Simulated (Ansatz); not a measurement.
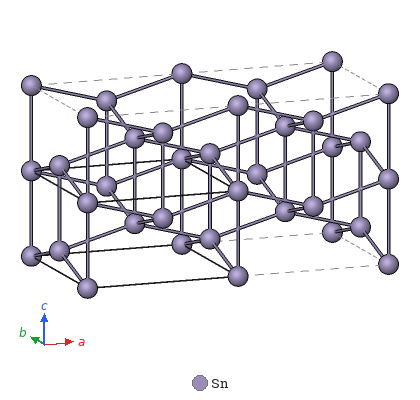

Sn, space group I4_1/amd (No. 141), a = 5.880 Å, b = 5.880 Å, c = 3.199 Å, α = 90.00°, β = 90.00°, γ = 90.00°. The structure is the input geometry of an electronic-structure calculation and need not be at equilibrium. Forms under 0.4 % of the area are left out.

Question: Which faces does the BFDH rule predict for this crystal?

Answer: The forms computed, by share of the surface:

```json
{"form": "{200}", "faces": "4", "d (Å)": "2.940", "share of area (%)": "53.2"}
{"form": "{101}", "faces": "8", "d (Å)": "2.810", "share of area (%)": "46.8"}
```

The crystal is roughly equant (blocky). Widths along a, b and c stand as 1.00 : 1.00 : 1.19.

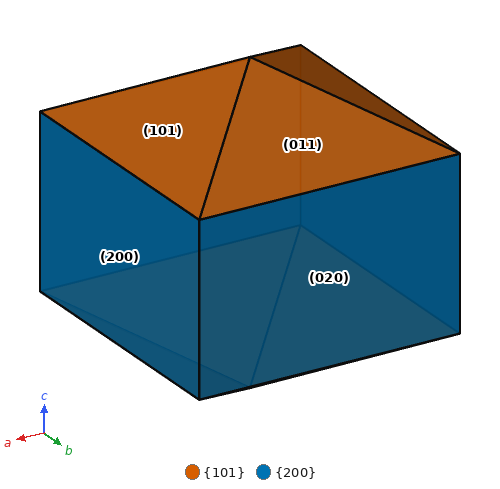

The computed shape, faces indexed. The rule is geometric and ignores bonding and growth conditions.
